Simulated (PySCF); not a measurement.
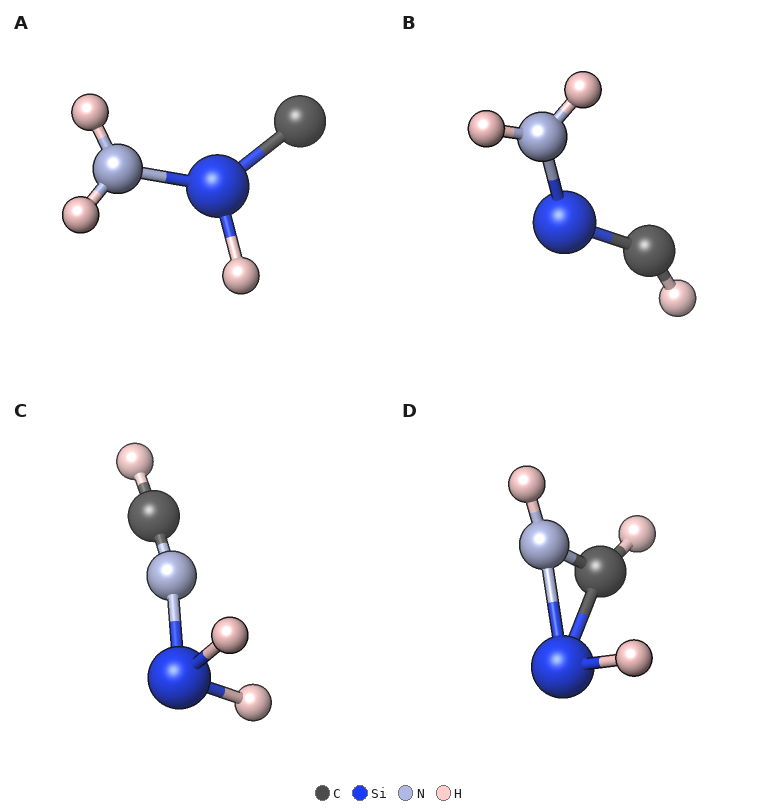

4 stationary structures of one formula. Geometries: PBE0-D4/def2-TZVP. Electronic energies: RHF-CCSD(T) (frozen core)/def2-TZVPP (PySCF 2.14.0), without zero-point energy. No frequency run is at hand to confirm each as a minimum.

**Which is lowest in energy, and by how much?**

C is lowest (Cs); D lies 2.3 kcal/mol above it (C1), B lies 17.1 kcal/mol above it (Cs), A lies 64.3 kcal/mol above it (Cs).
